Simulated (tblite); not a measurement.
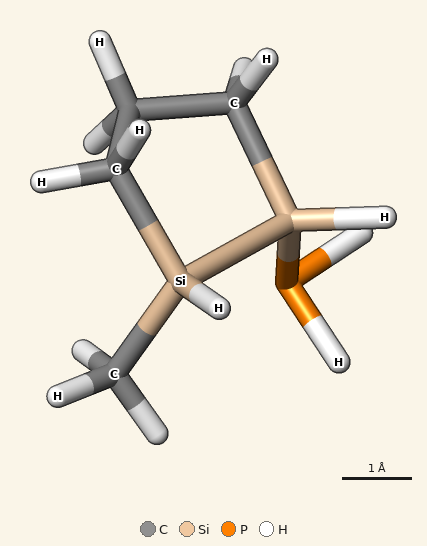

The starting structure (stick view, seen at a tilt).

# C$_{4}$H$_{13}$PSi$_{2}$: geometry relaxation (part 1 of 4)

System: C$_{4}$H$_{13}$PSi$_{2}$.
Method: GFN2-xTB geometry optimisation, gas phase (tblite 0.8.0).

It belongs to a series of runs on one base structure; here: constitutional isomer.

## Log
```
step      E/eV     max force
  0    -575.03119    1.853
  1    -575.13396    0.555
  2    -575.15959    0.271
  3    -575.17190    0.254
  4    -575.18386    0.289
  5    -575.19429    0.230
  6    -575.20041    0.180
  7    -575.20418    0.147
  8    -575.20745    0.166
  9    -575.21106    0.188
 10    -575.21430    0.137
 11    -575.21682    0.132
 12    -575.21898    0.129
 13    -575.22094    0.122
 14    -575.22249    0.117
 15    -575.22350    0.067
 16    -575.22423    0.055
 17    -575.22497    0.066
 18    -575.22570    0.088
 19    -575.22622    0.067
 20    -575.22653    0.042
 21    -575.22679    0.055
 22    -575.22709    0.062
 23    -575.22743    0.058
 24    -575.22771    0.040
 25    -575.22790    0.032
 26    -575.22807    0.032
 27    -575.22828    0.047
 28    -575.22851    0.049
 29    -575.22872    0.031
 30    -575.22889    0.032
 31    -575.22905    0.034
 32    -575.22923    0.042
 33    -575.22944    0.036
 34    -575.22969    0.036
 35    -575.22994    0.038
 36    -575.23016    0.037
 37    -575.23036    0.037
 38    -575.23053    0.034
 39    -575.23070    0.032
 40    -575.23084    0.025
 41    -575.23093    0.022
 42    -575.23100    0.023
 43    -575.23108    0.030
 44    -575.23117    0.029
 45    -575.23127    0.021
 46    -575.23134    0.017
 47    -575.23141    0.021
 48    -575.23148    0.023
 49    -575.23158    0.025
 50    -575.23170    0.028
 51    -575.23182    0.028
 52    -575.23192    0.027
 53    -575.23202    0.025
 54    -575.23212    0.022
 55    -575.23220    0.022
 56    -575.23226    0.021
 57    -575.23230    0.015
 58    -575.23236    0.017
 59    -575.23243    0.020
 60    -575.23250    0.019
 61    -575.23256    0.015
 62    -575.23260    0.014
 63    -575.23265    0.016
 64    -575.23268    0.014
 65    -575.23271    0.015
 66    -575.23273    0.015
 67    -575.23276    0.015
 68    -575.23281    0.017
 69    -575.23286    0.020
 70    -575.23293    0.021
 71    -575.23300    0.018
 72    -575.23306    0.019
 73    -575.23313    0.022
 74    -575.23322    0.023
 75    -575.23331    0.021
 76    -575.23338    0.017
 77    -575.23344    0.015
 78    -575.23348    0.015
 79    -575.23351    0.019
 80    -575.23355    0.019
 81    -575.23359    0.014
 82    -575.23363    0.011
 83    -575.23365    0.013
 84    -575.23367    0.010
 85    -575.23369    0.010
```

## Trajectory as extended XYZ (Å, eV, eV/Å), 40 of the 86 frames kept, from step=0 to step=85
```
20
Properties=species:S:1:pos:R:3:forces:R:3 step=0 energy=-575.03119
C    -1.1060   -2.1524   -0.5254   -0.9050  -0.9750  -0.9080
Si   -0.6860   -0.9843    0.8263    1.0270   0.6680   1.3900
C    -1.5999    0.6737    0.7005   -0.5800   0.3020  -0.3050
C    -0.8108    1.6745   -0.1822    0.1780  -0.3790   0.6820
C     0.6517    1.7488    0.3147   -0.0470   0.6610  -0.2400
Si    1.3952    0.0092    0.4788   -0.1560  -0.5170   0.7820
P     2.3545   -0.5995   -1.4170    0.8260  -0.1970  -0.5030
H    -0.4444   -3.0149   -0.5312   -0.0460   0.0420  -0.0730
H    -2.1332   -2.5238   -0.4101    0.2740  -0.0270  -0.1320
H    -1.0538   -1.6701   -1.5014    0.0780  -0.0980   0.0550
H    -0.8356   -1.5839    2.1899   -0.1390   0.1090  -0.3930
H    -1.7362    1.0861    1.7072    0.0530   0.0530  -0.2450
H    -2.6123    0.5178    0.2869    0.3170   0.2610   0.1250
H    -0.8355    1.3459   -1.2268    0.0490   0.0090   0.1510
H    -1.2769    2.6679   -0.1287    0.1010  -0.1910  -0.0260
H     0.6830    2.2411    1.3002   -0.0770  -0.0920  -0.3840
H     1.2473    2.3626   -0.3797   -0.2500  -0.0110   0.2400
H     2.3330   -0.0918    1.6323   -0.0670   0.1890  -0.1840
H     2.8995   -1.8256   -0.9611   -0.1690   0.6170  -0.0620
H     3.5613    0.1296   -1.2609   -0.4670  -0.4240   0.0300
20
Properties=species:S:1:pos:R:3:forces:R:3 step=2 energy=-575.15959
C    -1.1228   -2.1691   -0.5398    0.0280   0.1000   0.1590
Si   -0.6609   -0.9722    0.8555    0.0980  -0.0590  -0.0220
C    -1.6105    0.6806    0.6959    0.0970  -0.0710   0.0560
C    -0.8070    1.6659   -0.1671    0.0280  -0.0460   0.0600
C     0.6503    1.7604    0.3103    0.0280  -0.1470  -0.0010
Si    1.3923   -0.0032    0.4978    0.0860  -0.0380   0.0050
P     2.3747   -0.6044   -1.4314   -0.0220   0.0080  -0.2010
H    -0.4457   -3.0159   -0.5345   -0.0540  -0.0660  -0.1000
H    -2.1329   -2.5284   -0.4143   -0.1820  -0.1800  -0.0890
H    -1.0516   -1.6728   -1.5024    0.0230  -0.0660  -0.0440
H    -0.8408   -1.5817    2.1807   -0.1500  -0.0290  -0.0050
H    -1.7354    1.0889    1.6998   -0.0380   0.1420  -0.0530
H    -2.6071    0.5259    0.2883   -0.0560   0.1580  -0.0650
H    -0.8335    1.3463   -1.2188    0.0620  -0.0250   0.2230
H    -1.2732    2.6605   -0.1291    0.0730  -0.1400   0.0220
H     0.6807    2.2401    1.2899   -0.0420   0.0840  -0.0730
H     1.2410    2.3653   -0.3751   -0.0850   0.1510  -0.0190
H     2.3327   -0.0854    1.6280    0.1090   0.1550   0.0150
H     2.8957   -1.8070   -0.9624    0.0340   0.2570   0.0320
H     3.5490    0.1167   -1.2590   -0.0380  -0.1890   0.0990
20
Properties=species:S:1:pos:R:3:forces:R:3 step=4 energy=-575.18386
C    -1.1274   -2.1692   -0.5351   -0.0240  -0.0210   0.0270
Si   -0.6489   -0.9730    0.8621   -0.1880  -0.1150  -0.1650
C    -1.6086    0.6780    0.6983    0.0330  -0.0850   0.0650
C    -0.8034    1.6597   -0.1585    0.0600  -0.0430   0.0000
C     0.6526    1.7557    0.3091    0.0980  -0.0500   0.0340
Si    1.3980   -0.0086    0.5020    0.1540   0.0860  -0.2210
P     2.3772   -0.6045   -1.4483   -0.2660   0.1050  -0.0390
H    -0.4501   -3.0199   -0.5418   -0.0940  -0.0020  -0.0410
H    -2.1424   -2.5405   -0.4214    0.0420  -0.0340  -0.0590
H    -1.0497   -1.6782   -1.5044   -0.0170  -0.0640   0.0800
H    -0.8524   -1.5832    2.1781   -0.1300  -0.0590   0.0790
H    -1.7377    1.0990    1.6946   -0.0350   0.0950   0.0410
H    -2.6080    0.5386    0.2848    0.0360   0.0780  -0.0310
H    -0.8288    1.3439   -1.2036    0.0460  -0.1180  -0.0210
H    -1.2677    2.6503   -0.1273    0.0140   0.0070   0.0650
H     0.6774    2.2451    1.2824    0.0010   0.0550   0.0290
H     1.2331    2.3754   -0.3748   -0.0780   0.0510  -0.0220
H     2.3403   -0.0731    1.6279    0.1490   0.1300   0.0370
H     2.8973   -1.7860   -0.9603    0.0810   0.0110   0.0600
H     3.5442    0.1013   -1.2518    0.1200  -0.0280   0.0810
20
Properties=species:S:1:pos:R:3:forces:R:3 step=7 energy=-575.20418
C    -1.1358   -2.1756   -0.5326   -0.0180  -0.0780  -0.0640
Si   -0.6520   -0.9822    0.8592   -0.0400   0.0050   0.0400
C    -1.6058    0.6726    0.7063    0.0040   0.0660   0.0100
C    -0.7944    1.6494   -0.1505    0.0160  -0.0080  -0.0360
C     0.6619    1.7521    0.3115   -0.0180   0.0880   0.0180
Si    1.4139   -0.0069    0.4913   -0.0620   0.0370   0.0580
P     2.3640   -0.5959   -1.4657    0.0960   0.0180   0.0770
H    -0.4623   -3.0259   -0.5514   -0.0050  -0.0780   0.0220
H    -2.1478   -2.5545   -0.4332   -0.0180   0.0010  -0.0080
H    -1.0504   -1.6878   -1.4998   -0.0400   0.0240  -0.0150
H    -0.8763   -1.5896    2.1805   -0.0800  -0.0220  -0.0210
H    -1.7425    1.1150    1.6935    0.0030  -0.0290   0.0510
H    -2.6035    0.5569    0.2794    0.0500  -0.0100   0.0060
H    -0.8196    1.3286   -1.1933    0.0340  -0.1010  -0.0560
H    -1.2603    2.6403   -0.1190    0.0280  -0.0150   0.0270
H     0.6762    2.2533    1.2790    0.0580  -0.0120   0.0710
H     1.2187    2.3886   -0.3768   -0.0020  -0.0020  -0.0270
H     2.3608   -0.0479    1.6275    0.0540   0.0940  -0.0990
H     2.9031   -1.7642   -0.9546   -0.0560  -0.0230  -0.0270
H     3.5472    0.0844   -1.2394   -0.0020   0.0440  -0.0270
20
Properties=species:S:1:pos:R:3:forces:R:3 step=9 energy=-575.21106
C    -1.1396   -2.1842   -0.5368    0.0280   0.0380   0.0470
Si   -0.6601   -0.9866    0.8585    0.0720   0.0260   0.0440
C    -1.6038    0.6756    0.7107    0.0390   0.0100  -0.0120
C    -0.7896    1.6454   -0.1518   -0.0130   0.0200   0.0090
C     0.6645    1.7581    0.3146   -0.0360  -0.0040  -0.0100
Si    1.4148   -0.0014    0.4899   -0.1170  -0.0140   0.1460
P     2.3643   -0.5900   -1.4635    0.1080  -0.0170   0.0270
H    -0.4677   -3.0347   -0.5526    0.0140  -0.0790   0.0020
H    -2.1505   -2.5588   -0.4380   -0.0970  -0.0370  -0.0020
H    -1.0546   -1.6893   -1.4986   -0.0180   0.0110  -0.0720
H    -0.8924   -1.5944    2.1806   -0.0630  -0.0090  -0.0540
H    -1.7440    1.1180    1.6986    0.0260  -0.0360   0.0020
H    -2.5974    0.5620    0.2780   -0.0170  -0.0120   0.0070
H    -0.8132    1.3133   -1.1959    0.0320  -0.0020   0.0920
H    -1.2557    2.6365   -0.1135    0.0160  -0.0330  -0.0690
H     0.6812    2.2554    1.2851    0.0320  -0.0040   0.0050
H     1.2135    2.3928   -0.3803    0.0350   0.0230   0.0000
H     2.3739   -0.0302    1.6188    0.0210   0.0760  -0.1090
H     2.9009   -1.7609   -0.9545   -0.0670  -0.0170  -0.0290
H     3.5502    0.0839   -1.2372    0.0060   0.0580  -0.0230
20
Properties=species:S:1:pos:R:3:forces:R:3 step=11 energy=-575.21682
C    -1.1426   -2.1911   -0.5388    0.0010   0.0470   0.0480
Si   -0.6638   -0.9894    0.8605    0.0420  -0.0140  -0.0180
C    -1.6003    0.6784    0.7143    0.0080  -0.0570  -0.0080
C    -0.7854    1.6425   -0.1514   -0.0090   0.0210   0.0570
C     0.6657    1.7637    0.3169    0.0120  -0.0500  -0.0060
Si    1.4096    0.0028    0.4963   -0.0210  -0.0340   0.0260
P     2.3696   -0.5846   -1.4600   -0.0260   0.0190   0.0170
H    -0.4730   -3.0471   -0.5538   -0.0340   0.0200  -0.0110
H    -2.1574   -2.5647   -0.4429   -0.0100   0.0010   0.0070
H    -1.0598   -1.6910   -1.5008    0.0030  -0.0490  -0.0070
H    -0.9123   -1.5999    2.1774   -0.0460  -0.0120  -0.0360
H    -1.7437    1.1189    1.7033    0.0400  -0.0310  -0.0280
H    -2.5922    0.5665    0.2773   -0.0340  -0.0150   0.0220
H    -0.8049    1.2985   -1.1925    0.0230   0.0520   0.1120
H    -1.2507    2.6315   -0.1132   -0.0330   0.0200  -0.1260
H     0.6879    2.2573    1.2906   -0.0040   0.0130  -0.0530
H     1.2105    2.3981   -0.3830    0.0400   0.0030   0.0440
H     2.3885   -0.0078    1.6039    0.0300   0.0520  -0.0460
H     2.8949   -1.7591   -0.9558   -0.0250  -0.0450  -0.0010
H     3.5543    0.0873   -1.2361    0.0430   0.0580   0.0090
20
Properties=species:S:1:pos:R:3:forces:R:3 step=13 energy=-575.22094
C    -1.1452   -2.1933   -0.5377   -0.0340  -0.0120  -0.0210
Si   -0.6631   -0.9920    0.8614   -0.0370  -0.0350  -0.0370
C    -1.5979    0.6768    0.7158   -0.0240  -0.0300   0.0000
C    -0.7833    1.6420   -0.1470   -0.0010   0.0110   0.0280
C     0.6671    1.7648    0.3182    0.0240  -0.0140   0.0190
Si    1.4046    0.0030    0.5028    0.0890  -0.0120  -0.0830
P     2.3725   -0.5797   -1.4560   -0.0520   0.0360   0.0190
H    -0.4791   -3.0539   -0.5551   -0.0470   0.0650   0.0000
H    -2.1625   -2.5682   -0.4455    0.0530   0.0430   0.0260
H    -1.0631   -1.6957   -1.5028    0.0110  -0.0570   0.0380
H    -0.9292   -1.6044    2.1723   -0.0300  -0.0200  -0.0060
H    -1.7403    1.1167    1.7046    0.0300  -0.0300   0.0000
H    -2.5908    0.5681    0.2787   -0.0120  -0.0210   0.0300
H    -0.7975    1.2921   -1.1829    0.0130   0.0220  -0.0040
H    -1.2498    2.6298   -0.1222   -0.0490   0.0430  -0.0800
H     0.6922    2.2594    1.2906   -0.0120   0.0250  -0.0240
H     1.2115    2.4014   -0.3815    0.0280  -0.0360   0.0470
H     2.4006    0.0112    1.5903    0.0450   0.0310   0.0190
H     2.8887   -1.7610   -0.9571   -0.0010  -0.0180   0.0030
H     3.5595    0.0936   -1.2348    0.0060   0.0100   0.0280
20
Properties=species:S:1:pos:R:3:forces:R:3 step=15 energy=-575.22350
C    -1.1482   -2.1946   -0.5375   -0.0170  -0.0130  -0.0260
Si   -0.6642   -0.9955    0.8598   -0.0130   0.0070  -0.0050
C    -1.5971    0.6743    0.7167   -0.0080   0.0230  -0.0050
C    -0.7823    1.6427   -0.1432   -0.0060   0.0030  -0.0370
C     0.6688    1.7644    0.3202   -0.0130   0.0130   0.0240
Si    1.4060    0.0024    0.5032    0.0610   0.0100  -0.0260
P     2.3724   -0.5748   -1.4523    0.0110   0.0020  -0.0260
H    -0.4853   -3.0551   -0.5559   -0.0010   0.0090   0.0130
H    -2.1639   -2.5681   -0.4453   -0.0100   0.0290   0.0350
H    -1.0647   -1.7018   -1.5028    0.0080  -0.0110  -0.0130
H    -0.9420   -1.6086    2.1682   -0.0140  -0.0180  -0.0060
H    -1.7361    1.1130    1.7057    0.0150  -0.0290   0.0280
H    -2.5912    0.5675    0.2816   -0.0070  -0.0180   0.0250
H    -0.7919    1.2894   -1.1766    0.0070  -0.0060  -0.0630
H    -1.2522    2.6308   -0.1333   -0.0210   0.0020  -0.0140
H     0.6944    2.2624    1.2896   -0.0070   0.0220   0.0270
H     1.2145    2.4013   -0.3777    0.0230  -0.0410   0.0190
H     2.4111    0.0256    1.5822    0.0330   0.0130   0.0320
H     2.8840   -1.7631   -0.9581   -0.0050   0.0340  -0.0120
H     3.5628    0.0985   -1.2324   -0.0360  -0.0300   0.0300
20
Properties=species:S:1:pos:R:3:forces:R:3 step=17 energy=-575.22497
C    -1.1507   -2.1957   -0.5388    0.0130   0.0190   0.0100
Si   -0.6656   -0.9968    0.8581    0.0420   0.0340   0.0090
C    -1.5970    0.6742    0.7169    0.0170   0.0180  -0.0080
C    -0.7822    1.6433   -0.1439   -0.0060  -0.0050  -0.0420
C     0.6688    1.7646    0.3230   -0.0270   0.0050   0.0080
Si    1.4109    0.0030    0.5017   -0.0250   0.0170   0.0590
P     2.3725   -0.5720   -1.4527    0.0140  -0.0130  -0.0550
H    -0.4886   -3.0552   -0.5553    0.0180  -0.0340   0.0160
H    -2.1656   -2.5660   -0.4427   -0.0510   0.0070   0.0220
H    -1.0649   -1.7059   -1.5039   -0.0030   0.0110  -0.0470
H    -0.9498   -1.6122    2.1657   -0.0030  -0.0080  -0.0230
H    -1.7328    1.1091    1.7083    0.0130  -0.0140   0.0130
H    -2.5920    0.5660    0.2849   -0.0100  -0.0040   0.0190
H    -0.7884    1.2877   -1.1777    0.0050  -0.0050  -0.0330
H    -1.2549    2.6313   -0.1403    0.0060  -0.0300   0.0060
H     0.6948    2.2656    1.2910   -0.0150   0.0050   0.0270
H     1.2177    2.3984   -0.3744    0.0190  -0.0180   0.0000
H     2.4191    0.0340    1.5804    0.0110   0.0030   0.0090
H     2.8815   -1.7618   -0.9594   -0.0030   0.0320  -0.0150
H     3.5623    0.0990   -1.2288   -0.0160  -0.0220   0.0250
20
Properties=species:S:1:pos:R:3:forces:R:3 step=20 energy=-575.22653
C    -1.1529   -2.1957   -0.5398    0.0100   0.0080   0.0040
Si   -0.6630   -0.9956    0.8569    0.0140  -0.0070  -0.0130
C    -1.5955    0.6750    0.7164    0.0110  -0.0190  -0.0020
C    -0.7822    1.6428   -0.1479    0.0080  -0.0150   0.0020
C     0.6668    1.7658    0.3268    0.0040  -0.0010  -0.0070
Si    1.4139    0.0053    0.5056   -0.0180   0.0080   0.0180
P     2.3725   -0.5690   -1.4576   -0.0300   0.0200   0.0210
H    -0.4919   -3.0580   -0.5529   -0.0200  -0.0030   0.0130
H    -2.1709   -2.5620   -0.4378    0.0190   0.0250   0.0000
H    -1.0660   -1.7103   -1.5088   -0.0150  -0.0100   0.0050
H    -0.9593   -1.6171    2.1597    0.0110   0.0030  -0.0240
H    -1.7270    1.1037    1.7116    0.0200   0.0170  -0.0210
H    -2.5935    0.5642    0.2911    0.0070   0.0080   0.0110
H    -0.7837    1.2850   -1.1817    0.0020  -0.0070   0.0020
H    -1.2575    2.6291   -0.1480    0.0100  -0.0140   0.0070
H     0.6930    2.2694    1.2944   -0.0360  -0.0110  -0.0070
H     1.2232    2.3935   -0.3702   -0.0010   0.0080  -0.0010
H     2.4297    0.0445    1.5787   -0.0060  -0.0060  -0.0060
H     2.8783   -1.7576   -0.9625    0.0020  -0.0030  -0.0130
H     3.5610    0.0977   -1.2219    0.0100  -0.0020   0.0100
20
Properties=species:S:1:pos:R:3:forces:R:3 step=22 energy=-575.22709
C    -1.1524   -2.1947   -0.5396   -0.0060  -0.0120  -0.0150
Si   -0.6602   -0.9953    0.8558   -0.0210  -0.0190  -0.0120
C    -1.5939    0.6739    0.7159    0.0000  -0.0060   0.0000
C    -0.7817    1.6413   -0.1494    0.0070  -0.0100   0.0030
C     0.6661    1.7661    0.3273    0.0100   0.0000  -0.0030
Si    1.4127    0.0068    0.5094    0.0350  -0.0040  -0.0300
P     2.3703   -0.5666   -1.4578   -0.0060   0.0240   0.0570
H    -0.4944   -3.0596   -0.5508   -0.0210   0.0070   0.0050
H    -2.1715   -2.5584   -0.4360    0.0240   0.0260   0.0040
H    -1.0676   -1.7123   -1.5106   -0.0020  -0.0120   0.0160
H    -0.9610   -1.6184    2.1554    0.0120  -0.0050  -0.0020
H    -1.7232    1.1034    1.7109    0.0220   0.0180  -0.0110
H    -2.5935    0.5643    0.2942    0.0100   0.0020   0.0020
H    -0.7821    1.2836   -1.1829    0.0020  -0.0140  -0.0040
H    -1.2573    2.6268   -0.1498    0.0000   0.0020   0.0040
H     0.6890    2.2695    1.2951   -0.0300  -0.0020  -0.0080
H     1.2250    2.3925   -0.3690   -0.0100   0.0120   0.0050
H     2.4323    0.0471    1.5777   -0.0020  -0.0060   0.0060
H     2.8773   -1.7563   -0.9648   -0.0120   0.0010  -0.0170
H     3.5611    0.0969   -1.2187   -0.0110  -0.0030   0.0010
20
Properties=species:S:1:pos:R:3:forces:R:3 step=24 energy=-575.22771
C    -1.1521   -2.1941   -0.5401   -0.0120  -0.0130  -0.0120
Si   -0.6581   -0.9961    0.8533   -0.0140  -0.0010   0.0050
C    -1.5915    0.6721    0.7153   -0.0020   0.0140  -0.0010
C    -0.7805    1.6387   -0.1515    0.0010   0.0020  -0.0070
C     0.6658    1.7664    0.3280    0.0020  -0.0050  -0.0020
Si    1.4135    0.0087    0.5123    0.0340  -0.0120  -0.0170
P     2.3672   -0.5618   -1.4545    0.0210   0.0080   0.0260
H    -0.4989   -3.0616   -0.5478   -0.0020  -0.0090  -0.0070
H    -2.1715   -2.5523   -0.4334   -0.0180   0.0050   0.0090
H    -1.0697   -1.7156   -1.5122    0.0170   0.0000  -0.0060
H    -0.9627   -1.6206    2.1499    0.0120  -0.0130   0.0210
H    -1.7168    1.1042    1.7094    0.0210   0.0120   0.0040
H    -2.5929    0.5645    0.2982    0.0040  -0.0030  -0.0090
H    -0.7798    1.2806   -1.1849    0.0010  -0.0140  -0.0030
H    -1.2571    2.6238   -0.1518   -0.0030   0.0030  -0.0050
H     0.6820    2.2698    1.2956   -0.0120   0.0050  -0.0050
H     1.2266    2.3922   -0.3672   -0.0140   0.0190   0.0090
H     2.4358    0.0503    1.5770    0.0000  -0.0060   0.0190
H     2.8750   -1.7544   -0.9690   -0.0260   0.0010  -0.0140
H     3.5606    0.0959   -1.2145   -0.0110   0.0090  -0.0030
20
Properties=species:S:1:pos:R:3:forces:R:3 step=26 energy=-575.22807
C    -1.1528   -2.1945   -0.5411   -0.0060   0.0000   0.0050
Si   -0.6578   -0.9967    0.8521    0.0100   0.0060   0.0110
C    -1.5902    0.6719    0.7150    0.0040   0.0090   0.0000
C    -0.7797    1.6373   -0.1532   -0.0020   0.0030  -0.0090
C     0.6658    1.7662    0.3283   -0.0050  -0.0030  -0.0020
Si    1.4161    0.0091    0.5131   -0.0100  -0.0020   0.0240
P     2.3664   -0.5584   -1.4515    0.0090   0.0000  -0.0300
H    -0.5018   -3.0634   -0.5467   -0.0010  -0.0150  -0.0110
H    -2.1728   -2.5486   -0.4314   -0.0310  -0.0070   0.0000
H    -1.0698   -1.7176   -1.5136    0.0180   0.0010  -0.0120
H    -0.9631   -1.6229    2.1481    0.0140  -0.0090   0.0170
H    -1.7117    1.1056    1.7089    0.0130   0.0070   0.0060
H    -2.5923    0.5645    0.2999    0.0000   0.0000  -0.0070
H    -0.7782    1.2778   -1.1862    0.0000  -0.0080   0.0000
H    -1.2571    2.6222   -0.1534    0.0020  -0.0010  -0.0140
H     0.6772    2.2702    1.2956    0.0010   0.0000  -0.0020
H     1.2266    2.3934   -0.3655   -0.0100   0.0190   0.0070
H     2.4381    0.0519    1.5778   -0.0010  -0.0060   0.0210
H     2.8721   -1.7533   -0.9722   -0.0190  -0.0120  -0.0050
H     3.5600    0.0960   -1.2120    0.0150   0.0200   0.0020
```
